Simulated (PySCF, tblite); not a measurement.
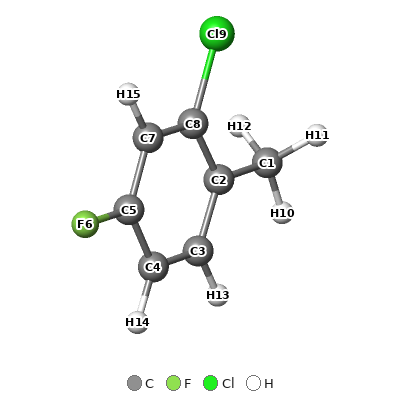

Structure of C₇H₆ClF (2-chloro-4-fluorotoluene), SMILES Cc1ccc(F)cc1Cl.

GIAO shifts, PBE0/pcSseg-1 with PySCF 2.14.0, at a GFN2-xTB geometry (a minimum by its frequencies), against TMS for ¹³C and TMS for ¹H computed at the same level. Gas phase, fully decoupled, line heights follow the number of nuclei, widths are arbitrary (no quadrupolar broadening); values of one conformer, averaged over methyl-type rotors and exact or near symmetry.

> Predict the ¹³C spectrum.

7 signals.


```
δ (ppm)  nuclei  atoms
  171.2       1     C5
  146.4       1     C8
  137.6       1     C2
  136.2       1     C3
  122.9       1     C7
  119.5       1     C4
   23.1       1     C1
```

The order of signals that lie close, as those under 2 ppm apart, is within the error of the method.

> How many ¹H lines appear, and where?

4 signals.


```
δ (ppm)  nuclei          atoms
   7.49       1            H13
   7.39       1            H15
   7.13       1            H14
   2.43       3  H10, H11, H12
```

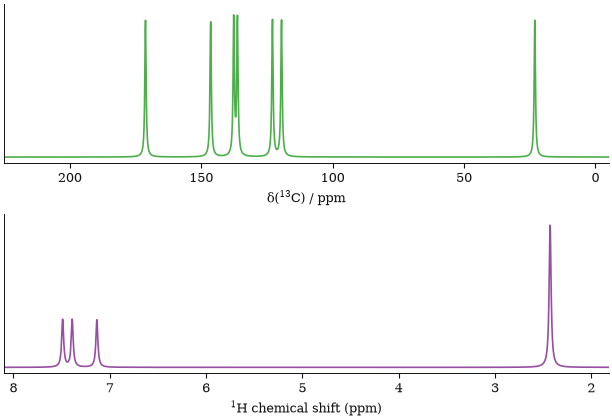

Known limits of this run: the tight-binding geometry is rougher than a DFT one and adds to the error.
